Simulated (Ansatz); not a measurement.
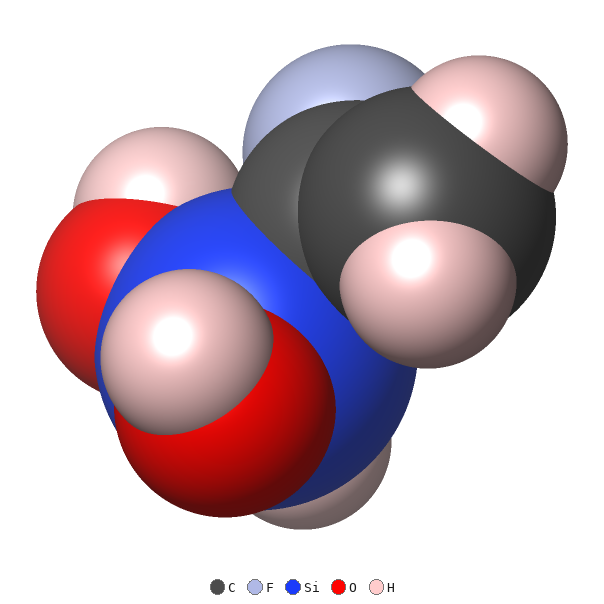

The geometry was computed by an optimisation with PBE-D4/def2-SVP. No frequency run is at hand to confirm it as a minimum.

Give the structural formula.

SMILES: C=C(F)[SiH](O)O

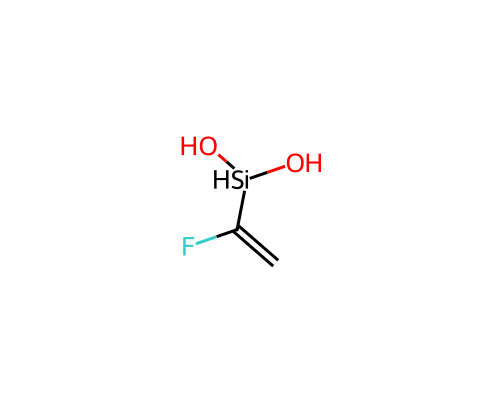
